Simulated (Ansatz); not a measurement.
The parent structure is ZnS in the wurtzite structure (space group P6_3mc, No. 186; a = 3.806 Å, c = 6.245 Å).

The change: full substitution Zn → Cd, then cell and atoms are relaxed.

Level of theory: plane-wave PAW DFT at the r2SCAN level (Ansatz, a program for electronic structure, 500 eV), no spin-orbit coupling.

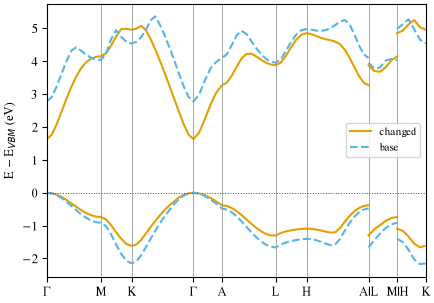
Figure: Highest valence and lowest conduction band along the path, each from its own valence-band maximum

Question: From the figure, how large is the changed gap, and is it direct?

Answer: About 1.6 eV, direct at Γ.

Gaps are Kohn–Sham eigenvalue differences; semilocal functionals usually give less than the measured gap. Whether these cells are dynamically stable was not tested.
